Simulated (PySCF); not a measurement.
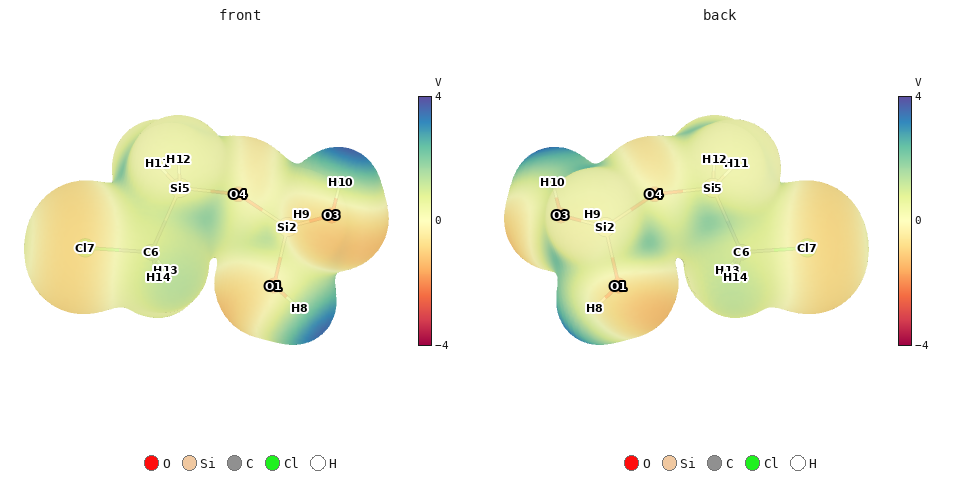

Figure. CH₇ClO₃Si₂ (SMILES O[SiH](O)O[SiH2]CCl). The electrostatic potential painted on the density surface at 0.004 e/bohr³, seen from the front and from behind; red is negative and blue positive.

Geometry: GFN2-xTB.

The calculation used PBE0/pcSseg-1, SCF density, gas phase, non-relativistic in PySCF.

Input file:

```
{"job": {"kind": "nmr", "xc": "PBE0", "basis": "pcSseg-1"}, "charge": 0, "multiplicity": 1}
O     -1.432753     0.273204    -1.507735
Si    -1.501109    -0.887260    -0.385562
O     -2.812602    -0.590707     0.523942
O     -0.158214    -0.822880     0.521765
Si     1.306404    -0.251274     0.892922
C      1.714811     1.210938    -0.264808
Cl     3.404166     1.737898    -0.045593
H     -2.238739     0.694135    -1.793902
H     -1.515110    -2.213813    -0.972961
H     -2.935571    -1.041326     1.353739
H      2.245884    -1.346860     0.674345
H      1.224118     0.208279     2.278413
H      1.094501     2.084022    -0.071880
H      1.603536     0.945171    -1.314458
```

Launched as:

```sh
OMP_NUM_THREADS=1 python probes_run.py task.json out
```

Which sites attract a positive test charge, and which a negative one?

Answer. A positive charge is drawn to the negative regions and a negative charge to the positive ones. The most negative region (about −1.2 V, or −28 kcal/mol for a unit charge) lies over O1 and O3, the most positive (about +3.5 V, or +81 kcal/mol for a unit charge) over H8 and H10. Cl7 shows a σ-hole: about +0.4 V, or +9 kcal/mol for a unit charge at the tip opposite its bond, against about −0.7 V, or −16 kcal/mol for a unit charge on its flanks.
